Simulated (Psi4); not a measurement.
# USVWN5/def2-SVPD run of AlNH3O (SMILES [NH2][Al][OH])

What is the vertical ionisation energy of AlNH3O at USVWN5/def2-SVPD? 

Program for the calculation: Psi4 1.11.

**1. The structure to begin with**

The species is AlNH3O (6 atoms), meant as a doublet with charge 0. As SMILES, `[NH2][Al][OH]`. The coordinates come from a PBE0-D4/def2-TZVP relaxation. This is one conformer, not always the lowest.

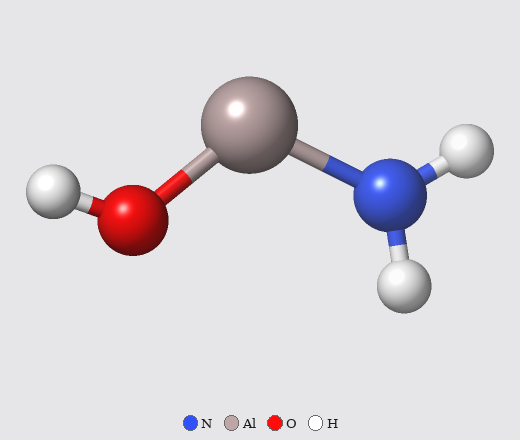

Viewed from a chosen angle; nitrogen blue, aluminium light grey, oxygen red, hydrogen white.

**2. The energy at USVWN5/def2-SVPD**

input.in

```
memory 2200 MB

molecule mol {
  0 2
  N     -0.923900     0.240200    -0.760800
  Al     0.595200     0.601300     0.070700
  O      1.194100    -0.618500     1.101200
  H     -1.434300    -0.623600    -0.657200
  H     -1.394700     0.861600    -1.396800
  H      2.005700    -0.525100     1.596800
  symmetry c1
}

set globals {
  basis def2-SVPD
  reference uks
  puream true
  e_convergence 1e-09
  d_convergence 1e-08
  scf_type pk
  dft_radial_points 99
  dft_spherical_points 590
  maxiter 100
}

energy('scf', dft_functional={"name": "SVWN5", "x_functionals": {"LDA_X": {}}, "c_functionals": {"LDA_C_VWN": {}}})
```

Started as:

```bash
$ psi4 -i input.in -o input.out -n 1
```

input.out:

```text
[...]
  Running in c1 symmetry.
[...]
  Nuclear repulsion =   93.731213434316217
[...]
  Multiplicity = 2
[...]
  Nalpha       = 16
  Nbeta        = 15
[...]
    Number of basis functions: 91
[...]
   @UKS iter   1:  -371.38794643746274    1.06687e-01   1.37663e-02 ADIIS/DIIS
[...]
   @UKS iter  13:  -372.05388349241360   -2.16005e-12   2.50951e-09 DIIS
[...]
   @S^2 Observed:                7.514135712E-01
[...]
    Orbital Energies [Eh]
    ---------------------
    Alpha Occupied:
       1A    -55.111786     2A    -18.603897     3A    -13.842060
       4A     -3.908314     5A     -2.543741     6A     -2.542383
       7A     -2.538696     8A     -0.872875     9A     -0.740025
      10A     -0.460823    11A     -0.433132    12A     -0.374203
      13A     -0.313804    14A     -0.288290    15A     -0.231017
      16A     -0.173125
    Alpha Virtual:
      17A     -0.045634    18A     -0.016394    19A     -0.005991
      20A      0.032549    21A      0.054493    22A      0.059570
      23A      0.071200    24A      0.085758    25A      0.093642
[...]
  @UKS Final Energy:  -372.05388349241360
   => Energetics <=
    Nuclear Repulsion Energy =             93.7312134343162171
    One-Electron Energy =                -703.2381867406545553
    Two-Electron Energy =                 270.6474199467067479
    DFT Exchange-Correlation Energy =     -33.1943301327820350
    Empirical Dispersion Energy =           0.0000000000000000
    VV10 Nonlocal Energy =                  0.0000000000000000
    Total Energy =                       -372.0538834924136040
  UHF NO Occupations:
  HONO-2 :   14  A 1.9998525
  HONO-1 :   15  A 1.9995250
[...]
 Multipole Moments:
 ------------------------------------------------------------------------------------
     Multipole            Electronic (a.u.)      Nuclear  (a.u.)        Total (a.u.)
 ------------------------------------------------------------------------------------
 L = 1.  Multiply by 2.5417464519 to convert [e a0] to [Debye]
 Dipole X            :          2.0081583           -1.9880953            0.0200630
 Dipole Y            :          1.3874354           -1.1262401            0.2611954
 Dipole Z            :          0.6297324           -0.7510462           -0.1213138
 Magnitude           :                                                    0.2886912
[...]
```

Wall time 11 s (1 thread of Intel Xeon 6975P-C (Granite Rapids), shared host); peak memory 0.55 GiB.

**3. The singlet cation: energy and forces at SVWN5/def2-SVPD**

calc.dat

```
memory 2200 MB

molecule {
  1 1
  N     -1.74591797     0.45391222    -1.43770364
  Al     1.12476499     1.13629232     0.13360364
  O      2.25652197    -1.16879561     2.08096641
  H     -2.71043418    -1.17843321    -1.24192801
  H     -2.63560103     1.62818803    -2.63956945
  H      3.79022369    -0.99229519     3.01751468
  units bohr
  symmetry c1
  no_reorient
  no_com
}

set basis def2-SVPD
set puream true
set e_convergence 1e-09
set d_convergence 1e-08
set scf_type pk
set dft_radial_points 99
set dft_spherical_points 590

energy_value, wavefunction = gradient('scf', dft_functional={"name": "SVWN5", "x_functionals": {"LDA_X": {}}, "c_functionals": {"LDA_C_VWN": {}}}, return_wfn=True)
oeprop(wavefunction, 'DIPOLE', 'MULLIKEN_CHARGES', 'MAYER_INDICES')
```

Started as:

```bash
$ psi4 calc.dat calc.out -n 1
```

calc.out, cut to the lines that bear on the results:

```text
[...]
  Running in c1 symmetry.
[...]
  Nuclear repulsion =   93.731213377113235
[...]
  Multiplicity = 1
[...]
  Nalpha       = 15
  Nbeta        = 15
[...]
    Number of basis functions: 91
[...]
   @RKS iter   1:  -371.13127109072246    3.63362e-01   1.32539e-02 DIIS/ADIIS
[...]
   @RKS iter  12:  -371.76175808524101   -6.99174e-12   9.45519e-09 DIIS
[...]
  @RKS Final Energy:  -371.76175808524101
   => Energetics <=
    Nuclear Repulsion Energy =             93.7312133771132352
    One-Electron Energy =                -695.3820573510138274
    Two-Electron Energy =                 262.8073213193490574
    DFT Exchange-Correlation Energy =     -32.9182354306894780
    Empirical Dispersion Energy =           0.0000000000000000
    VV10 Nonlocal Energy =                  0.0000000000000000
    Total Energy =                       -371.7617580852410129
[...]
  -Total Gradient:
     Atom            X                  Y                   Z
    ------   -----------------  -----------------  -----------------
       1       -0.031390343499    -0.030814998552    -0.005135991577
       2        0.033114991932     0.047236455321    -0.002180114271
       3        0.007782319654    -0.030084427822     0.020733236459
       4        0.002815286203     0.018000795337    -0.007398660177
       5        0.008048358145    -0.010964941828     0.011048519924
       6       -0.020340414561     0.006627831400    -0.017047127765
[...]
 Multipole Moments:
 ------------------------------------------------------------------------------------
     Multipole            Electronic (a.u.)      Nuclear  (a.u.)        Total (a.u.)
 ------------------------------------------------------------------------------------
 L = 1.  Multiply by 2.5417464519 to convert [e a0] to [Debye]
 Dipole X            :        -17.5754850           18.8968833            1.3213983
 Dipole Y            :         -6.2943520            8.0562804            1.7619285
 Dipole Z            :         -7.5140665            7.4566703           -0.0573961
 Magnitude           :                                                    2.2031296
[...]
  Mulliken Charges: (a.u.)
   Center  Symbol    Alpha    Beta     Spin     Total
       1     N     3.36980  3.36980  0.00000  0.26039
       2    AL     6.04041  6.04041  0.00000  0.91917
       3     O     4.19183  4.19183  0.00000 -0.38365
[...]
```

Run time: 8.4 s. Hardware: 1 thread of Intel Xeon 6975P-C (Granite Rapids), shared host; peak memory 0.55 GiB.

**4. Summary of results**

Level: USVWN5/def2-SVPD.

| quantity | value |
| --- | --- |
| doublet AlNH3O: total energy | -372.05388 Eh |
| doublet AlNH3O: dipole moment | 0.73 D |
| doublet AlNH3O: HOMO energy (highest over α and β) | -4.71 eV |
| doublet AlNH3O: LUMO energy (lowest over α and β) | -3.45 eV |
| doublet AlNH3O: ⟨S²⟩ | 0.751 |
| singlet cation: total energy | -371.76176 Eh |
| singlet cation: HOMO energy | -12.13 eV |
| singlet cation: LUMO energy | -11.04 eV |
| singlet cation: HOMO–LUMO gap | 1.09 eV |
| singlet cation: largest force on an atom | 2.969 eV/Å |
| vertical ionisation energy (to the singlet cation) | 7.949 eV |

**Reading.** The vertical ionisation energy comes to 7.95 eV (767 kJ/mol). Only the singlet of the ionised species was computed; a triplet could lie lower. Mulliken charges (singlet cation) run from -0.38 on O3 to +0.92 on Al2; in a basis this large or diffuse they mean little.
